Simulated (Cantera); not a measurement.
Charge: 1 mol FeS, a varied amount of O₂, 2.2 mol CO₂, equilibrated at 902 °C and 45.0 mbar.

These are equilibrium values from Cantera (NASA tables, ideal gas, pure condensed phases), not measurements of a reactor. Candidate condensed phases: C, Fe, Fe(CO)₅, FeO, FeS, FeSO₄, FeS₂, Fe₂O₃, Fe₂(SO₄)₃, Fe₃O₄, S; 25 gas species. Mutual solubility and eutectic melting of coexisting phases are not modelled. FeS: taken at fixed stoichiometry. Gases not in the tables: S₃ to S₇. Kinetics and transport are ignored.

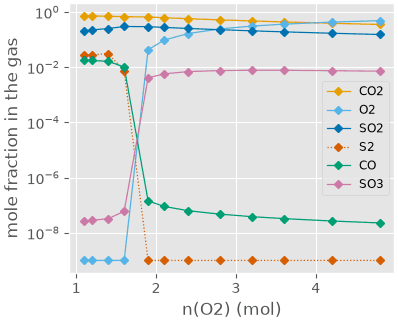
Fig. 1. Equilibrium gas composition (values under 1e-9 drawn at 1e-9)

From 1.1 mol O₂ to 1.4 mol O₂ the condensed part is FeS(s) + Fe₃O₄(s). At 1.6 mol O₂ the condensed part is Fe₃O₄(s). From 1.9 mol O₂ to 4.8 mol O₂ the condensed part is Fe₂O₃(s).
